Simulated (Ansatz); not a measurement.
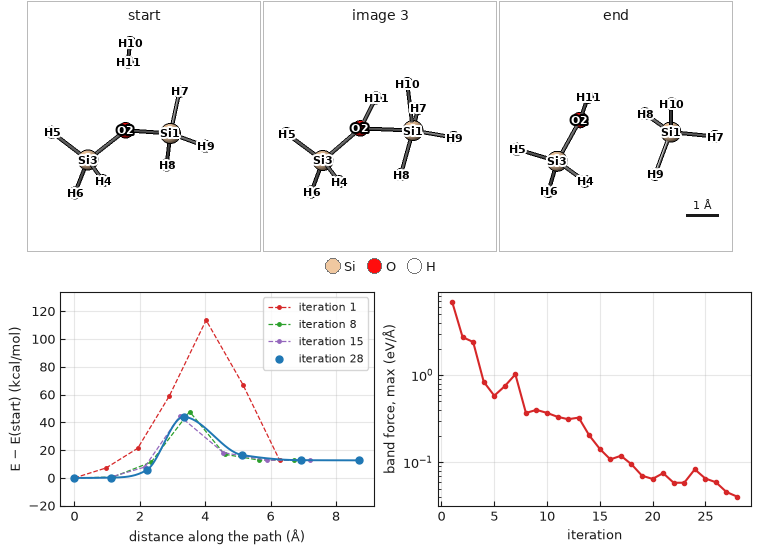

A nudged-elastic-band calculation for Si$_{2}$H$_{8}$O, made up of Si2H6O and H2. Images are numbered from 0 (start) to 6 (end). The plot follows the band through its iterations. A ball-and-stick model, seen at a tilt.

These are results of RKS PBE/def2-SVP (Ansatz 0.2.0), not measurements. Set-up: 5 movable images; climbing image; force threshold 0.05 eV/Å; iteration limit 60; starting path through a guess of the saddle point.

Question: Did the band converge, and can the barrier be trusted?

Answer: The result is final at these settings. The band converged in 28 iterations. The largest component of the band force went from 7 to 0.041 eV/Å. The climbing image converged on the top of the path. Its vibrational analysis gives one imaginary mode (1026i cm⁻¹), as a transition state must have. The first iteration put the highest image at 113.6 kcal/mol. The energy climbs by 43.9 kcal/mol to image 3 and then falls by 31.2 kcal/mol, so the end point sits at +12.7 kcal/mol.

Limits of the set-up: the start holds two separate molecules, 2.6 Å apart at their closest, whose relative position is a soft coordinate and is computed without a dispersion correction.
